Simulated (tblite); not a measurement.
## Geometry relaxation, with input and output: C$_{7}$H$_{13}$AlClN (part 3 of 3)

The same run, continued: C$_{7}$H$_{13}$AlClN, SMILES Cl[CH2][AlH2-][N+]#CCC1CCC1; GFN2-xTB geometry optimisation, gas phase (tblite 0.8.0). 

Geometry of the input (Å):
```
Cl 5.9459  1.4584  -0.2618
C  4.5594  0.4261  0.0694
Al 2.9693  1.4375  0.6974
N  1.4720  0.2935  0.5939
C  0.5639  -0.4310  0.5371
C  -0.5869  -1.3516  0.4134
C  -1.5200  -0.7360  -0.5913
C  -1.9549  0.6267  -0.0857
C  -3.3851  0.1881  -0.3436
C  -2.9295  -1.2396  -0.3608
H  4.8211  -0.2710  0.8908
H  4.2300  -0.2056  -0.7849
H  3.2100  1.9146  2.1997
H  2.7274  2.6221  -0.3255
H  -1.1112  -1.3838  1.4095
H  -0.2996  -2.3411  0.0493
H  -1.1697  -0.7622  -1.6365
H  -1.5962  1.4725  -0.6848
H  -1.8240  0.7423  1.0250
H  -4.0150  0.5006  0.5246
H  -3.7871  0.6126  -1.2799
H  -3.3180  -1.8808  -1.1778
H  -3.0065  -1.6655  0.6783
```

**Trajectory as extended XYZ, continued**
```
23
Properties=species:S:1:pos:R:3:forces:R:3 step=142 energy=-820.12576
Cl    5.1409    1.9275   -0.1560   -0.0070  -0.0230  -0.0050
C     4.6328    0.1779    0.0052   -0.0010   0.0020   0.0070
Al    3.0377    1.3130    0.5482   -0.0210  -0.0170   0.0070
N     1.7339   -0.1715    0.8596    0.0060   0.0190  -0.0010
C     0.7062   -0.6728    0.7682   -0.0340  -0.0230  -0.0110
C    -0.5719   -1.2970    0.6473    0.0000  -0.0060   0.0170
C    -1.4475   -0.5892   -0.3957   -0.0090  -0.0120  -0.0030
C    -2.0307    0.7766    0.0018   -0.0170   0.0080  -0.0010
C    -3.4357    0.2728   -0.3668   -0.0140  -0.0080  -0.0080
C    -2.8758   -1.1491   -0.5322   -0.0120   0.0000   0.0070
H     5.3501   -0.2644    0.7016   -0.0030   0.0080   0.0030
H     4.8237   -0.2710   -0.9726    0.0070   0.0170  -0.0200
H     3.0241    1.9147    1.9836   -0.0160  -0.0010   0.0040
H     2.1638    1.9707   -0.5741    0.0070   0.0040  -0.0160
H    -1.0633   -1.2706    1.6246   -0.0090  -0.0060   0.0120
H    -0.4254   -2.3435    0.3604    0.0110   0.0130  -0.0020
H    -0.9172   -0.5508   -1.3479    0.0080  -0.0150  -0.0060
H    -1.6628    1.6221   -0.5724    0.0100   0.0170  -0.0030
H    -1.9206    1.0044    1.0598    0.0210  -0.0120   0.0170
H    -4.1953    0.3894    0.4027    0.0130   0.0070  -0.0040
H    -3.8123    0.6916   -1.2963    0.0040   0.0160  -0.0020
H    -3.1044   -1.6396   -1.4764    0.0360   0.0060   0.0210
H    -3.1551   -1.8145    0.2835    0.0190   0.0070  -0.0140
23
Properties=species:S:1:pos:R:3:forces:R:3 step=152 energy=-820.12913
Cl    5.0468    1.9810   -0.2199    0.0060  -0.0140   0.0030
C     4.6298    0.2140   -0.0038   -0.0230   0.0170   0.0100
Al    2.9862    1.2821    0.5304    0.0150  -0.0330  -0.0080
N     1.7281   -0.2371    0.8857    0.0280   0.0280   0.0050
C     0.6968   -0.7312    0.7952   -0.0070  -0.0160   0.0110
C    -0.5874   -1.3404    0.6682    0.0160  -0.0240   0.0280
C    -1.4370   -0.6083   -0.3783    0.0130   0.0140  -0.0040
C    -1.9841    0.7700    0.0243   -0.0390   0.0130   0.0030
C    -3.3964    0.3157   -0.3824    0.0050  -0.0120  -0.0050
C    -2.8775   -1.1239   -0.5407   -0.0070   0.0100   0.0010
H     5.3645   -0.1665    0.7097    0.0210  -0.0020   0.0220
H     4.8534   -0.2530   -0.9652   -0.0140  -0.0040  -0.0330
H     2.9807    1.9266    1.9467   -0.0400  -0.0130   0.0140
H     2.0786    1.8744   -0.5976   -0.0240   0.0270  -0.0350
H    -1.0843   -1.3129    1.6429   -0.0080  -0.0080  -0.0030
H    -0.4509   -2.3860    0.3746   -0.0020  -0.0010   0.0020
H    -0.8960   -0.5824   -1.3241    0.0220   0.0170  -0.0260
H    -1.5772    1.6160   -0.5232    0.0120  -0.0090   0.0080
H    -1.8919    0.9685    1.0903    0.0130   0.0170   0.0020
H    -4.1703    0.4569    0.3693    0.0210  -0.0100  -0.0250
H    -3.7334    0.7530   -1.3196    0.0110  -0.0120   0.0220
H    -3.0922   -1.6047   -1.4923   -0.0200  -0.0020   0.0130
H    -3.1909   -1.7849    0.2658    0.0040   0.0160  -0.0070
23
Properties=species:S:1:pos:R:3:forces:R:3 step=162 energy=-820.13602
Cl    4.8649    2.0659   -0.2981   -0.0070   0.0120  -0.0040
C     4.6023    0.2779   -0.0186   -0.0520   0.0450   0.0200
Al    2.8718    1.2269    0.4823    0.0310  -0.0310   0.0060
N     1.7161   -0.3354    0.9577    0.0190  -0.0170  -0.0070
C     0.6849   -0.8304    0.8668    0.0100  -0.0230  -0.0120
C    -0.5997   -1.4290    0.7025   -0.0090  -0.0220   0.0070
C    -1.4026   -0.6422   -0.3426    0.0040   0.0330  -0.0040
C    -1.8807    0.7590    0.0687   -0.0350   0.0240  -0.0060
C    -3.2976    0.3978   -0.4102    0.0000   0.0200   0.0050
C    -2.8663   -1.0726   -0.5437   -0.0090   0.0380   0.0110
H     5.3750   -0.0037    0.7007   -0.0030  -0.0440   0.0140
H     4.8577   -0.2013   -0.9671   -0.0120   0.0030   0.0040
H     2.7809    1.9187    1.8757   -0.0070   0.0140  -0.0160
H     1.9363    1.6972   -0.6850   -0.0190   0.0150  -0.0140
H    -1.1251   -1.4336    1.6623    0.0110   0.0220  -0.0030
H    -0.4653   -2.4641    0.3740   -0.0040  -0.0100   0.0010
H    -0.8465   -0.6233   -1.2804    0.0180  -0.0040  -0.0160
H    -1.3932    1.5885   -0.4379   -0.0130  -0.0150   0.0060
H    -1.8268    0.9311    1.1423    0.0090  -0.0120  -0.0080
H    -4.0999    0.5906    0.2983    0.0150  -0.0050   0.0040
H    -3.5570    0.8573   -1.3612    0.0260  -0.0280   0.0050
H    -3.0895   -1.5512   -1.4945    0.0040  -0.0080   0.0150
H    -3.2446   -1.6970    0.2639    0.0220  -0.0050  -0.0080
23
Properties=species:S:1:pos:R:3:forces:R:3 step=171 energy=-820.14204
Cl    4.7167    2.1341   -0.3114   -0.0110  -0.0170   0.0270
C     4.5348    0.3379   -0.0229   -0.0620  -0.0050  -0.0300
Al    2.7465    1.1920    0.4247    0.0230  -0.0140   0.0510
N     1.7244   -0.4405    0.9962    0.0390   0.0360  -0.0190
C     0.6887   -0.9256    0.9022    0.0300  -0.0390  -0.0080
C    -0.6022   -1.5026    0.7227   -0.0180  -0.0180  -0.0060
C    -1.3636   -0.6736   -0.3197    0.0090   0.0670   0.0020
C    -1.7764    0.7422    0.1091   -0.0180   0.0410  -0.0020
C    -3.1919    0.4689   -0.4240    0.0030   0.0280  -0.0070
C    -2.8446   -1.0240   -0.5358   -0.0190   0.0200   0.0030
H     5.3096    0.0770    0.7014    0.0120   0.0280   0.0220
H     4.8155   -0.1290   -0.9699    0.0040  -0.0170  -0.0130
H     2.5675    1.9369    1.7836   -0.0120   0.0080  -0.0240
H     1.8115    1.5670   -0.7800   -0.0050  -0.0080   0.0010
H    -1.1410   -1.5036    1.6741    0.0110   0.0050   0.0150
H    -0.4877   -2.5344    0.3802   -0.0050  -0.0380   0.0050
H    -0.8005   -0.6675   -1.2532    0.0130  -0.0010  -0.0240
H    -1.2279    1.5579   -0.3548    0.0050  -0.0040   0.0070
H    -1.7535    0.8766    1.1889    0.0130   0.0110   0.0010
H    -4.0117    0.7243    0.2433    0.0100  -0.0240  -0.0010
H    -3.3691    0.9308   -1.3918   -0.0130  -0.0030  -0.0060
H    -3.0868   -1.5016   -1.4805    0.0020  -0.0340  -0.0470
H    -3.2629   -1.6164    0.2737   -0.0110  -0.0240   0.0520
23
Properties=species:S:1:pos:R:3:forces:R:3 step=180 energy=-820.14624
Cl    4.6030    2.1705   -0.3116   -0.0090  -0.0220  -0.0110
C     4.5013    0.3642   -0.0350   -0.0060   0.0240   0.0090
Al    2.6752    1.1368    0.3942    0.0090   0.0060   0.0290
N     1.7548   -0.5329    1.0167    0.0100   0.0030  -0.0040
C     0.7100   -0.9994    0.9237    0.0120   0.0080  -0.0160
C    -0.6025   -1.5237    0.7454   -0.0120  -0.0090  -0.0020
C    -1.3295   -0.6611   -0.2972   -0.0080   0.0010  -0.0020
C    -1.7354    0.7567    0.1340   -0.0010  -0.0030  -0.0010
C    -3.1415    0.5015   -0.4343    0.0090   0.0080   0.0000
C    -2.8101   -0.9954   -0.5414   -0.0100   0.0080  -0.0020
H     5.2859    0.1456    0.6937   -0.0010  -0.0120   0.0020
H     4.8072   -0.0877   -0.9817    0.0140   0.0040   0.0000
H     2.4157    1.9208    1.7177   -0.0050  -0.0060  -0.0030
H     1.7418    1.4262   -0.8347   -0.0100  -0.0010  -0.0150
H    -1.1359   -1.5015    1.7000   -0.0050   0.0120  -0.0020
H    -0.5391   -2.5608    0.4034    0.0060  -0.0020  -0.0030
H    -0.7529   -0.6543   -1.2235    0.0160   0.0040   0.0110
H    -1.1654    1.5694   -0.3096   -0.0040  -0.0190   0.0050
H    -1.7342    0.8810    1.2155   -0.0020   0.0110  -0.0070
H    -3.9743    0.7605    0.2146    0.0050   0.0010  -0.0020
H    -3.2918    0.9644   -1.4065   -0.0030   0.0120   0.0140
H    -3.0384   -1.4720   -1.4914   -0.0070  -0.0190  -0.0060
H    -3.2487   -1.5816    0.2637   -0.0010  -0.0080   0.0060
23
Properties=species:S:1:pos:R:3:forces:R:3 step=190 energy=-820.14679
Cl    4.5689    2.1772   -0.3323   -0.0020  -0.0020   0.0010
C     4.4931    0.3740   -0.0357    0.0090   0.0020   0.0010
Al    2.6569    1.1260    0.3859   -0.0010   0.0030   0.0070
N     1.7608   -0.5540    1.0129    0.0020  -0.0010  -0.0040
C     0.7137   -1.0158    0.9224   -0.0040  -0.0020   0.0010
C    -0.6034   -1.5317    0.7502    0.0000   0.0020  -0.0020
C    -1.3238   -0.6631   -0.2921   -0.0020  -0.0050  -0.0020
C    -1.7233    0.7553    0.1415    0.0040  -0.0020  -0.0020
C    -3.1268    0.5116   -0.4370    0.0000  -0.0010   0.0010
C    -2.8054   -0.9879   -0.5447    0.0000   0.0000   0.0030
H     5.2750    0.1729    0.7015   -0.0040   0.0020  -0.0020
H     4.8150   -0.0826   -0.9750    0.0010   0.0010   0.0050
H     2.3856    1.9084    1.7084    0.0000  -0.0040  -0.0070
H     1.7174    1.4016   -0.8437    0.0010  -0.0010  -0.0030
H    -1.1339   -1.5006    1.7062   -0.0010  -0.0020  -0.0030
H    -0.5491   -2.5698    0.4093    0.0010   0.0010   0.0040
H    -0.7400   -0.6549   -1.2139   -0.0040   0.0020  -0.0010
H    -1.1436    1.5631   -0.2970    0.0000   0.0040   0.0000
H    -1.7289    0.8791    1.2229    0.0030   0.0010  -0.0020
H    -3.9618    0.7746    0.2075    0.0010  -0.0010   0.0010
H    -3.2673    0.9809   -1.4072   -0.0030  -0.0020   0.0000
H    -3.0333   -1.4665   -1.4944   -0.0010   0.0050   0.0030
H    -3.2504   -1.5707    0.2600    0.0000   0.0000  -0.0010
```

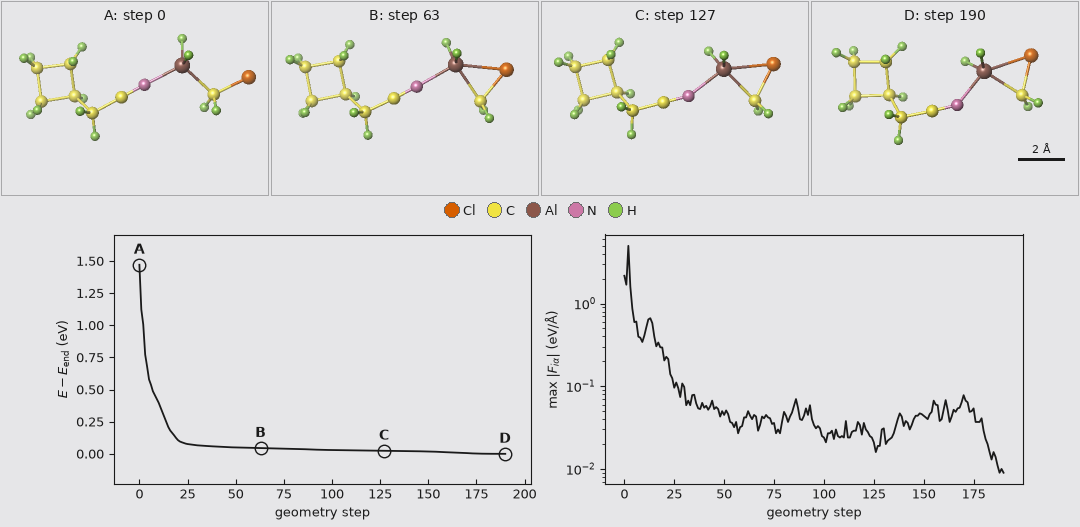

Frames of the relaxation (ball-and-stick view, seen at a tilt) above the curves, on which the letters mark them (steps are counted from 0).

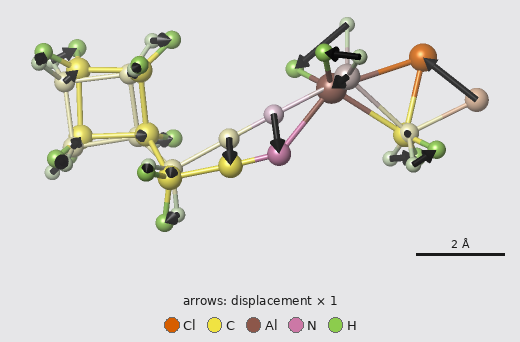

Start (faint) and end (solid) with the displacements as black arrows, at true length (ball-and-stick view, seen at a tilt). The two geometries are laid on each other by the best rigid fit. The atom that moves furthest after the best rigid fit is H14 (1.64 Å). Largest moves by element: H 1.64 Å, Cl 1.56 Å, N 1.00 Å, C 0.72 Å, Al 0.53 Å. Among the contacts that change: Cl1–Al3 3.127 → 2.297 Å, Al3–N4 1.887 → 2.005 Å, Cl1–C2 1.760 → 1.829 Å, C5–C6 1.479 → 1.425 Å. New bonds form: Cl1–Al3 (3.13 → 2.30 Å). Among the angles that change: Al3–N4–C5 178.8° → 136.1°, Cl1–C2–Al3 113.0° → 72.9°, Al3–C2–H12 107.2° → 126.9°. Over 190 geometry steps the energy falls by 1.471 eV. The largest force component goes from 2.2 to 0.009 eV/Å. (Atoms are counted from 1 in the order of the input.)

**Summary**

| quantity | value |
| --- | --- |
| outcome | converged |
| total energy | −820.1468 eV |
| wall time | 3.8 s |
| peak memory | 0.18 GiB |
